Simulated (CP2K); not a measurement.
**N2H (SMILES [N]=N): AM1**

What is the energy change on altering one bond length of N2H at AM1? 

Program for the calculation: CP2K 2026.2.

7 further runs of the same task are left out: 5 that didn't finish, 2 set aside as unsound or not needed.

### Step 1. Starting point

N2H: 3 atoms, total charge 0, spin state doublet. As SMILES, `[N]=N`. The shape is that of a PBE0-D4/def2-TZVP optimisation.

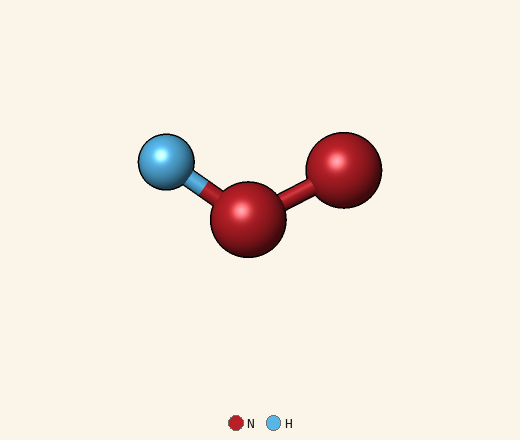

The structure, seen from a chosen angle (nitrogen red, hydrogen blue).

### Step 2. A single-point energy at AM1

File molecule.xyz:

```xyz
3

N      0.710530    -0.606720     0.326180
N     -0.268660    -0.217710    -0.170100
H     -0.441870     0.824430    -0.156080
```

File mol.inp:

```
&FORCE_EVAL
    METHOD Quickstep
    &DFT
        MULTIPLICITY 2
        UNRESTRICTED_KOHN_SHAM T
        &QS
            METHOD AM1
            EPS_DEFAULT 1.0E-10
            &SE
                &COULOMB
                    CUTOFF [angstrom] 50
                    RC_RANGE [angstrom] 0
                &END COULOMB
                &EXCHANGE
                    CUTOFF [angstrom] 50
                    RC_RANGE [angstrom] 0
                &END EXCHANGE
            &END SE
        &END QS
        &POISSON
            PERIODIC NONE
            POISSON_SOLVER ANALYTIC
        &END POISSON
        # self-consistent field
        &SCF
            SCF_GUESS ATOMIC
            EPS_SCF 1.0E-07
            MAX_SCF 100
            ADDED_MOS 4
            &DIAGONALIZATION
                ALGORITHM STANDARD
            &END DIAGONALIZATION
            &MIXING
                METHOD DIRECT_P_MIXING
                ALPHA 0.4
            &END MIXING
        &END SCF
        &PRINT
            &MOMENTS
                PERIODIC F
                REFERENCE COM
                MAX_MOMENT 1
            &END MOMENTS
            &MO ON
                ENERGIES T
                OCCUPATION_NUMBERS T
                NDIGITS 6
                &EACH
                    QS_SCF 0
                &END EACH
                ADD_LAST NUMERIC
            &END MO
            &HIRSHFELD OFF
            &END HIRSHFELD
        &END PRINT
    &END DFT
    # atoms, cell and kinds
    &SUBSYS
        # vacuum box
        &CELL
            ABC 9.2 9.4 8.5
            PERIODIC NONE
        &END CELL
        &TOPOLOGY
            COORD_FILE_NAME molecule.xyz
            COORD_FILE_FORMAT XYZ
            &CENTER_COORDINATES
            &END CENTER_COORDINATES
        &END TOPOLOGY
    &END SUBSYS
&END FORCE_EVAL
&GLOBAL
    PROJECT_NAME mol
    RUN_TYPE ENERGY
    PRINT_LEVEL MEDIUM
&END GLOBAL
```

The run is started by

```
$ OMP_NUM_THREADS=1 cp2k.psmp -i mol.inp > mol.out 2>&1
```

The log of the run:

```text
CP2K| version string:                                       CP2K version 2026.2
[...]
 GLOBAL| Method name                                                        CP2K
[...]
 GLOBAL| Run type                                                         ENERGY
[...]
 *** WARNING in qs_environment.F:2210 :: More added MOs requested than     ***
 *** available. The full set of unoccupied MOs will be used. Use           ***
 *** 'ADDED_MOS -1' to always use all available MOs and to get rid of this ***
[...]
                             - Atoms:                                          3
[...]
                             - Spherical basis functions:                      9
[...]
 Number of electrons:                                                          6
[...]
     1 P_Mix/Diag. 0.40E+00    0.0     0.44283796       -12.7252153484 -1.27E+01
[...]
    27 DIIS/Diag.  0.13E-06    0.0     0.00000009       -15.6689522662 -9.06E-14
  *** SCF run converged in    27 steps ***
  Core-core repulsion energy [eV]:                            329.81594126009156
  Core Hamiltonian energy [eV]:                              -687.16542985028980
  Two-electron integral energy [eV]:                         -138.04877231126687
  Electronic energy [eV]:                                    -756.18981600592326
  Total energy [eV]:                                         -426.37387474583170
  Atomic reference energy [eV]:                               428.27155616170074
  Heat of formation [kcal/mol]:                                43.76157652757592
[...]
 SE_DIPOLE| Moment [Debye]          0.54073556      -1.85245264       0.10276754
 SE_DIPOLE| Derivative [a.u.]       0.00000000       0.00000000       0.00000000
 ENERGY| Total FORCE_EVAL ( QS ) energy [hartree]            -15.668952266207564
[...]
```

Run time: 0.24 s. Hardware: 1 thread of Arm Neoverse V2, shared host.

### Step 3. The distorted shape

File molecule.xyz:

```xyz
3

N      1.885596    -1.073547     0.921735
N     -0.268660    -0.217710    -0.170100
H     -0.441870     0.824430    -0.156080
```

File job.inp:

```
&FORCE_EVAL
 METHOD QUICKSTEP
 &DFT
  CHARGE 0
  MULTIPLICITY 2
  UNRESTRICTED_KOHN_SHAM T
  &QS
   METHOD AM1
   EPS_DEFAULT 1.0E-10
   &SE
    &COULOMB
     CUTOFF [angstrom] 50
     RC_RANGE [angstrom] 0
    &END COULOMB
    &EXCHANGE
     CUTOFF [angstrom] 50
     RC_RANGE [angstrom] 0
    &END EXCHANGE
   &END SE
  &END QS
  &POISSON
   PERIODIC NONE
   POISSON_SOLVER ANALYTIC
  &END POISSON
  &SCF
   SCF_GUESS ATOMIC
   EPS_SCF 1.0E-07
   MAX_SCF 100
   ADDED_MOS 4
   &DIAGONALIZATION
    ALGORITHM STANDARD
   &END DIAGONALIZATION
   &MIXING
    METHOD DIRECT_P_MIXING
    ALPHA 0.4
   &END MIXING
  &END SCF
  &PRINT
   &MOMENTS
    PERIODIC F
    REFERENCE COM
    MAX_MOMENT 1
   &END MOMENTS
   &MO ON
    ENERGIES T
    OCCUPATION_NUMBERS T
    NDIGITS 6
    &EACH
     QS_SCF 0
    &END EACH
    ADD_LAST NUMERIC
   &END MO
   &HIRSHFELD OFF
   &END HIRSHFELD
  &END PRINT
 &END DFT
 &SUBSYS
  &CELL
   ABC [angstrom] 10.3 9.9 9.1
   PERIODIC NONE
  &END CELL
  &TOPOLOGY
   COORD_FILE_NAME molecule.xyz
   COORD_FILE_FORMAT XYZ
   &CENTER_COORDINATES
   &END CENTER_COORDINATES
  &END TOPOLOGY
 &END SUBSYS
&END FORCE_EVAL

&GLOBAL
 PROJECT_NAME job
 RUN_TYPE ENERGY
 PRINT_LEVEL MEDIUM
&END GLOBAL
```

The run is started by

```
$ OMP_NUM_THREADS=1 cp2k.psmp job.inp > job.out
```

The log of the run:

```text
CP2K| version string:                                       CP2K version 2026.2
[...]
 GLOBAL| Method name                                                        CP2K
[...]
 GLOBAL| Run type                                                         ENERGY
[...]
 *** WARNING in qs_environment.F:2210 :: More added MOs requested than     ***
 *** available. The full set of unoccupied MOs will be used. Use           ***
 *** 'ADDED_MOS -1' to always use all available MOs and to get rid of this ***
[...]
                             - Atoms:                                          3
[...]
                             - Spherical basis functions:                      9
[...]
 Number of electrons:                                                          6
[...]
     1 P_Mix/Diag. 0.40E+00    0.0     0.53633384       -13.2636203720 -1.33E+01
[...]
    27 DIIS/Diag.  0.44E-07    0.0     0.00000006       -15.4272463475 -5.86E-14
  *** SCF run converged in    27 steps ***
  Core-core repulsion energy [eV]:                            203.88097043101567
  Core Hamiltonian energy [eV]:                              -656.49427996051293
  Two-electron integral energy [eV]:                           65.63317463459640
  Electronic energy [eV]:                                    -623.67769264321475
  Total energy [eV]:                                         -419.79672221219909
  Atomic reference energy [eV]:                               428.27155616170074
  Heat of formation [kcal/mol]:                               195.43432914410951
[...]
 SE_DIPOLE| Moment [Debye]          0.23255779      -1.29131058      -0.00753738
 SE_DIPOLE| Derivative [a.u.]       0.00000000       0.00000000       0.00000000
 ENERGY| Total FORCE_EVAL ( QS ) energy [hartree]            -15.427246347526479
[...]
```

Wall time 0.26 s (1 thread of Arm Neoverse V2, shared host).

### Step 4. Outcome

Level: AM1.

```
                                                         quantity           value
                                        first shape: total energy    -15.66895 Eh
                                       first shape: dipole moment          1.93 D
                  first shape: HOMO energy (highest over α and β)        -9.94 eV
                   first shape: LUMO energy (lowest over α and β)         0.28 eV
                                   first shape: heat of formation   43.8 kcal/mol
                                    distorted shape: total energy    -15.42725 Eh
                                   distorted shape: dipole moment          1.31 D
              distorted shape: HOMO energy (highest over α and β)       -12.67 eV
               distorted shape: LUMO energy (lowest over α and β)         1.05 eV
                               distorted shape: heat of formation  195.4 kcal/mol
energy change with the N1–N2 bond stretched from 1.165 to 2.562 Å        6.577 eV
```

With the N1–N2 bond stretched from 1.165 to 2.562 Å the energy rises by 6.58 eV (635 kJ/mol). The first shape isn't relaxed at this level, so the change isn't measured from a minimum.
